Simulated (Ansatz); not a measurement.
# RPA@PBE/def2-SVP run of C2H7Ga (SMILES [CH3][GaH][CH3])

What is the electronic atomisation energy of C2H7Ga at RPA@PBE/def2-SVP? 

Program for the calculation: Ansatz 0.2.0.

47 further runs of the same task are left out: 1 that didn't finish, 46 set aside as unsound or not needed.

## Step 1: Starting point

C2H7Ga: 10 atoms, total charge 0, spin state singlet. SMILES: `[CH3][GaH][CH3]`. The shape is that of a PBE0-D4/def2-TZVP optimisation.

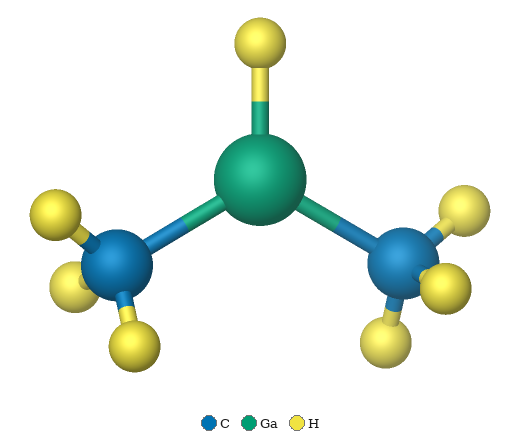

The structure, seen from a chosen angle (carbon blue, gallium teal, hydrogen yellow).

## Step 2: The energy at RPA@PBE/def2-SVP

Contents of job.yaml:

```yaml
crystal:
  periodic: [false, false, false]
  atoms:
    - {symbol: C, position_ang: [-1.063400, 1.142800, -0.711800]}
    - {symbol: Ga, position_ang: [0.649000, 0.266100, -0.281300]}
    - {symbol: C, position_ang: [0.681500, -1.321500, 0.886900]}
    - {symbol: H, position_ang: [-1.533700, 0.614200, -1.548200]}
    - {symbol: H, position_ang: [-0.935400, 2.183800, -1.011500]}
    - {symbol: H, position_ang: [-1.759700, 1.095200, 0.128600]}
    - {symbol: H, position_ang: [1.997300, 0.836500, -0.872600]}
    - {symbol: H, position_ang: [0.687700, -0.994000, 1.932300]}
    - {symbol: H, position_ang: [1.569300, -1.935900, 0.730500]}
    - {symbol: H, position_ang: [-0.209600, -1.938300, 0.750100]}
basis:
  gaussian:
    orbitals: def2-SVP
hamiltonian:
  xc: {name: PBE}
correlation:
  method: rpa
  frozen_orbitals: {C: 1, Ga: 9, H: 0}
accuracy: high
```

Command:

```
$ ansatz run job.yaml --threads 1 --pin off --max-ram 3480MiB --events-out events.jsonl --progress --plain --runs-dir runs
```

Standard output:

```text
Warning: RAYON_NUM_THREADS=1 ignored (pool sized by the plan → 1); use --threads N
Functional definition: PBE
  name "PBE"
  parameter kappa = 0.804
  parameter beta = 0.06672455060314922
  exchange = pbe_x(kappa = kappa, mu = beta*pi^2/3)
  correlation = pbe_c(beta = beta)
2192 factors; integrals over basis functions are off by at most 7.9e-9 eV
mean field evaluation 1: about -54531.0819 eV, gradient 8.2e1 eV
mean field evaluation 2: about -54531.0713 eV, gradient 8.2e1 eV
mean field evaluation 4: about -54546.0009 eV, gradient 1.1e1 eV
mean field evaluation 8: about -54546.3841 eV, gradient 3.0e-1 eV
mean field evaluation 16: about -54546.3843 eV, gradient 2.5e-6 eV
mean field -54546.38426087 eV, -2004.5426487198 hartree, gradient 2.3e-8 eV, S^2 0.000000; 0 other end points of the search recorded, 0 dependent functions left out
11 core orbitals not correlated: weight in the atoms' cores, before any rotation towards them, 1.000 or more for the frozen orbitals, at most 0.000 for the correlated occupied ones
reference -54496.48982220 eV, -2002.7090619183 hartree; 14, 14 occupied and 70, 70 virtual orbitals, 2192 factors
Total energy: -54519.23507137 eV, -2003.5449344080 hartree
```

Wall time 16 s (1 thread of Arm Neoverse V1, shared host); peak memory 0.36 GiB.

## Step 3: The C atom at the same level

Contents of input.yaml:

```yaml
crystal:
  periodic: [false, false, false]
  atoms:
    - {symbol: C, position_ang: [0.000000, 0.000000, 0.000000]}
basis:
  gaussian: {orbitals: def2-SVP}
total_charge: 0
magnetization: {spin_polarized: true, initial_magnetization: 2}
hamiltonian: {xc: {name: PBE}}
correlation: {method: rpa, frozen_orbitals: {C: 1}}
accuracy: high
```

Run the same way, it converges to -37.77381 Eh (log not shown).

## Step 4: The Ga atom, same level

Contents of job.yaml:

```yaml
crystal:
  periodic: [false, false, false]
  atoms:
    - symbol: Ga
      position_ang: [0.000000, 0.000000, 0.000000]
basis:
  gaussian: {orbitals: def2-SVP}
magnetization: {spin_polarized: true, initial_magnetization: 1}
hamiltonian: {xc: pbe}
accuracy: high
correlation: {method: rpa, frozen_orbitals: {Ga: 9}}
```

Run the same way, it converges to -1923.22036 Eh (log not shown).

## Step 5: The H atom at the same level

Contents of in.yaml:

```yaml
crystal:
  periodic: [false, false, false]
  atoms:
    - {symbol: H, position_ang: [0.000000, 0.000000, 0.000000]}
basis:
  gaussian:
    orbitals: def2-SVP
magnetization:
  spin_polarized: true
  initial_magnetization: 1
hamiltonian:
  xc: pbe
correlation:
  method: rpa
  frozen_orbitals: {H: 0}
accuracy: high
```

Run the same way, it converges to -0.51231 Eh (log not shown).

## Step 6: What came out

At RPA@PBE/def2-SVP, 11 core orbitals frozen:

| quantity | value |
| --- | --- |
| molecule: total energy | -2003.54493 Eh |
| molecule: RPA correlation energy (valence) | -835.9 mEh |
| C atom: total energy | -37.77381 Eh |
| C atom: RPA correlation energy (valence) | -130.5 mEh |
| C atom: ⟨S²⟩ of the reference determinant | 2.002 |
| Ga atom: total energy | -1923.22036 Eh |
| Ga atom: RPA correlation energy (valence) | -262.2 mEh |
| Ga atom: ⟨S²⟩ of the reference determinant | 0.752 |
| H atom: total energy | -0.51231 Eh |
| H atom: RPA correlation energy | -13.0 mEh |
| H atom: ⟨S²⟩ of the reference determinant | 0.750 |
| electronic atomisation energy | 32.403 eV |

Taking the molecule apart into free atoms costs 32.40 eV (747 kcal/mol), before zero-point energy and without spin-orbit coupling.
